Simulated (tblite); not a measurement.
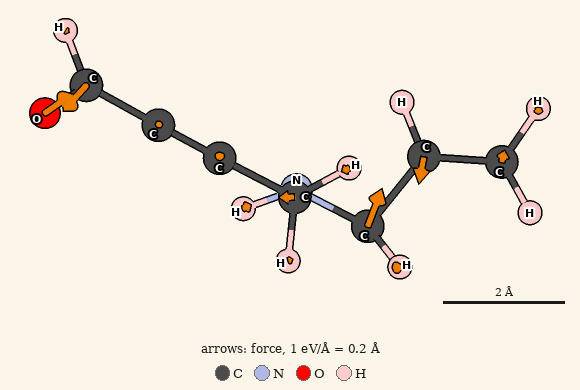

Starting geometry of C₇H₈NO (multiplicity 2) with the computed forces as orange arrows. Style: ball-and-stick. Shown at a tilt.

All numbers below come from GFN2-xTB geometry optimisation, gas phase in tblite 0.8.0. 

Is this structure relaxed? If not, where do the atoms go?

Answer. It isn't relaxed: the largest force vector, on a C atom, is 4.43 eV/Å. The final displacements have little in common with the starting forces (cosine between the two patterns 0.22). The atom that moves furthest after the best rigid fit is an H atom (1.96 Å). By element the largest moves are H 1.96 Å, O 1.78 Å, C 1.15 Å, N 0.81 Å. Among the contacts that change: C–C 1.509 → 1.389 Å, C–N 1.451 → 1.359 Å, C–O 1.278 → 1.210 Å, C–H 1.118 → 1.079 Å. Among the angles between lasting bonds that change: C–C–N 104.5° → 123.4°, C–C–H 106.1° → 120.5°, C–N–C 112.1° → 122.1°. The energy falls by 178.1 kJ/mol in 241 geometry steps.
